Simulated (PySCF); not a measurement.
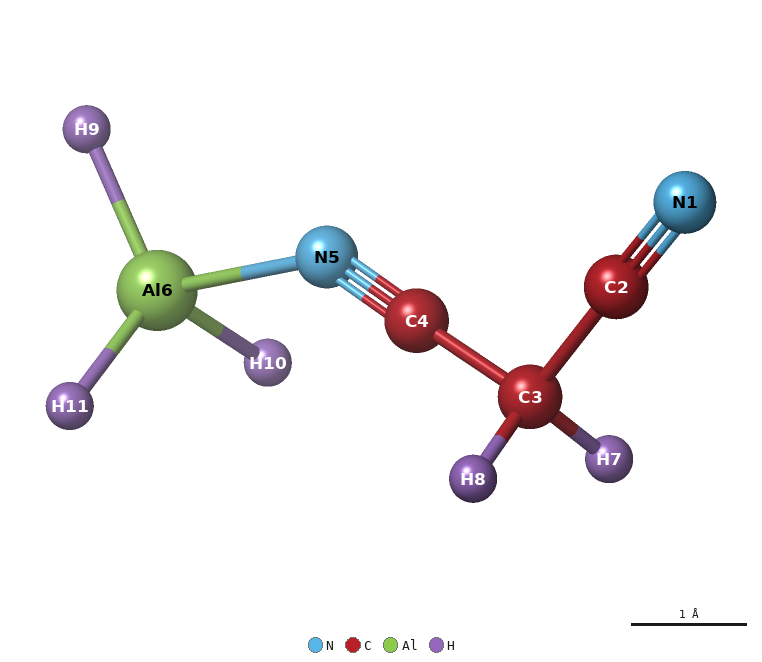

Numbered structure. The computed structure is the end point of a GFN2-xTB optimisation. No frequency run is at hand to confirm it as a minimum.

List the bonds and their lengths.

```
   bond  length (Å)
  N1–C2       1.139
  C2–C3       1.453
  C3–C4       1.433
  C3–H7       1.097
  C3–H8       1.097
  C4–N5       1.146
 N5–Al6       2.004
 Al6–H9       1.555
Al6–H10       1.574
Al6–H11       1.576
```
